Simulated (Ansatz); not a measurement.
**CH3Cl3Si (methyltrichlorosilane) at MP2/cc-pVDZ**

Aim: the energy change on altering one bond length of CH3Cl3Si (methyltrichlorosilane) at MP2/cc-pVDZ, from 2 runs. 

The results are computed with Ansatz 0.2.0.

80 further runs of the same task are left out: 6 that didn't finish, 74 set aside as unsound or not needed.

## Step 1: The molecule

CH3Cl3Si: 8 atoms, total charge 0, spin state singlet. As SMILES, `C[Si](Cl)(Cl)Cl`. The coordinates come from a PBE0-D4/def2-TZVP relaxation.

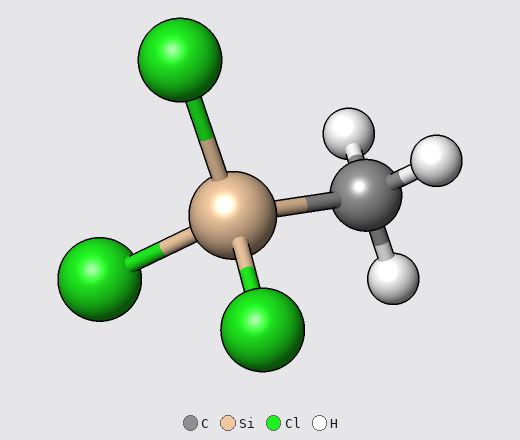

Viewed from a chosen angle; carbon grey, silicon light orange, chlorine green, hydrogen white.

## Step 2: A single-point energy at MP2/cc-pVDZ

Input file molecule.yaml:

```yaml
crystal:
  periodic: [false, false, false]
  atoms:
    - {symbol: C, position_ang: [-0.728900, -0.279600, 0.686100]}
    - {symbol: Si, position_ang: [0.568900, 0.197900, -0.528700]}
    - {symbol: Cl, position_ang: [2.360400, -0.640000, -0.033600]}
    - {symbol: Cl, position_ang: [0.065900, -0.429500, -2.402200]}
    - {symbol: Cl, position_ang: [0.801200, 2.223000, -0.573800]}
    - {symbol: H, position_ang: [-0.844500, -1.365200, 0.700800]}
    - {symbol: H, position_ang: [-0.448300, 0.061100, 1.684800]}
    - {symbol: H, position_ang: [-1.682600, 0.175200, 0.410800]}
basis:
  gaussian: {orbitals: cc-pVDZ}
accuracy: high
correlation: {method: mp2, frozen_orbitals: {C: 1, Cl: 5, H: 0, Si: 5}}
```

Command:

```sh
ansatz run molecule.yaml --threads 1 --pin off --max-ram 3480MiB --events-out events.jsonl --progress --plain --runs-dir runs
```

What it wrote:

```text
Warning: RAYON_NUM_THREADS=1 ignored (pool sized by the plan → 1); use --threads N
Functional definition: HF
  name "HF"
  exchange = exact_x
  correlation = 0
2365 factors; integrals over basis functions are off by at most 3.4e-9 eV
mean field evaluation 1: about -46454.1932 eV, gradient 2.6e1 eV
mean field evaluation 2: about -46454.2065 eV, gradient 2.6e1 eV
mean field evaluation 4: about -46456.1428 eV, gradient 2.4e0 eV
mean field evaluation 8: about -46456.1664 eV, gradient 7.9e-5 eV
mean field -46456.16637174 eV, -1707.2326250408 hartree, gradient 1.1e-8 eV, S^2 0.000000; 0 other end points of the search recorded, 0 dependent functions left out
21 core orbitals not correlated: weight in the atoms' cores, before any rotation towards them, 1.000 or more for the frozen orbitals, at most 0.000 for the correlated occupied ones
reference -46456.16637174 eV, -1707.2326250408 hartree; 16, 16 occupied and 64, 64 virtual orbitals, 2365 factors
second order -17.33629645 eV of doubles, -0.00000000 eV of singles
Total energy: -46473.50266818 eV, -1707.8697221842 hartree
```

It took 7.2 s on 1 thread of Arm Neoverse V1, shared host; peak memory 0.38 GiB.

## Step 3: The distorted shape at the same level

Input file input.yaml:

```yaml
crystal:
  periodic: [false, false, false]
  atoms:
    - {symbol: C, position_ang: [-0.326503, 0.222316, 2.184889]}
    - {symbol: Si, position_ang: [0.971297, 0.699816, 0.970089]}
    - {symbol: Cl, position_ang: [2.762797, -0.138084, 1.465189]}
    - {symbol: Cl, position_ang: [0.065900, -0.429500, -2.402200]}
    - {symbol: Cl, position_ang: [1.203597, 2.724916, 0.924989]}
    - {symbol: H, position_ang: [-0.442103, -0.863284, 2.199589]}
    - {symbol: H, position_ang: [-0.045903, 0.563016, 3.183589]}
    - {symbol: H, position_ang: [-1.280203, 0.677116, 1.909589]}
basis:
  gaussian:
    orbitals: cc-pVDZ
correlation:
  method: mp2
  frozen_orbitals: {C: 1, Cl: 5, H: 0, Si: 5}
accuracy: high
```

Command:

```sh
ansatz run input.yaml --threads 1 --pin off --max-ram 3480MiB --events-out events.jsonl --progress --plain --runs-dir runs
```

What it wrote, shortened:

```text
Warning: RAYON_NUM_THREADS=1 ignored (pool sized by the plan → 1); use --threads N
[... 2 set-up lines as earlier in the session ...]
[...]
2299 factors; integrals over basis functions are off by at most 3.9e-9 eV
[...]
mean field -46451.65170984 eV, -1707.0667142763 hartree, gradient 2.3e-8 eV, S^2 0.000000; 0 other end points of the search recorded, 0 dependent functions left out; unrestricted orbitals would lower it
[...]
unrestricted determinant -46452.77995040 eV, -1707.1081763522 hartree, S^2 0.9198
21 core orbitals not correlated: weight in the atoms' cores, before any rotation towards them, 1.000 or more for the frozen orbitals, at most 0.000 for the correlated occupied ones
reference -46451.65170984 eV, -1707.0667142763 hartree; 16, 16 occupied and 64, 64 virtual orbitals, 2299 factors
second order -17.58727715 eV of doubles, -0.00000000 eV of singles
Total energy: -46469.23898699 eV, -1707.7130347905 hartree
```

It took 14 s on 1 thread of Arm Neoverse V1, shared host; peak memory 0.46 GiB.

## Step 4: What came out

At MP2/cc-pVDZ, 21 core orbitals frozen:

| quantity | value |
| --- | --- |
| first shape: total energy | -1707.86972 Eh |
| first shape: correlation energy (21 core orbitals frozen) | -637.1 mEh |
| distorted shape: total energy | -1707.71303 Eh |
| distorted shape: correlation energy (21 core orbitals frozen) | -646.3 mEh |
| energy change with the Si2–Cl4 bond stretched from 2.039 to 3.670 Å | 4.264 eV |

In words: One bond (distorted shape) is far stretched, which a spin-restricted single reference describes badly; perturbation theory on it can break down and give far too much correlation. With the Si2–Cl4 bond stretched from 2.039 to 3.670 Å the energy rises by 4.26 eV (98 kcal/mol). The first shape isn't relaxed at this level, so the change isn't measured from a minimum. A restricted reference can't describe the breaking bond well at this length. The restricted solution (distorted shape) is unstable to spin breaking: an unrestricted one lies lower.
